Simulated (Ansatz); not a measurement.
Base system: Si in the diamond structure (space group Fd-3m, No. 227; a = 5.402 Å).

It is then changed as follows: every lattice vector is shortened by 2.50 %, atoms relaxed at fixed cell.

Computed with plane-wave PAW DFT at the LDA level (Ansatz, a quantum-chemistry and plane-wave program, 420 eV), scalar-relativistic without spin-orbit coupling.

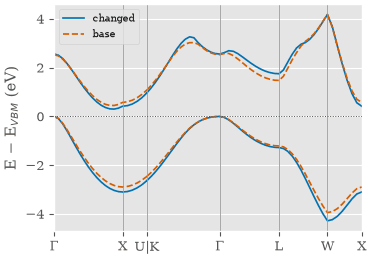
Figure. Highest valence and lowest conduction band along the path, each from its own valence-band maximum

Problem. From the figure, how large is the changed gap, and is it direct?

Solution. About 0.3 eV, indirect, Γ → Γ–X (88 % along).

The cells carry an imposed strain or load. Gaps are Kohn–Sham eigenvalue differences; semilocal functionals usually give less than the measured gap. No phonon test of stability was made.
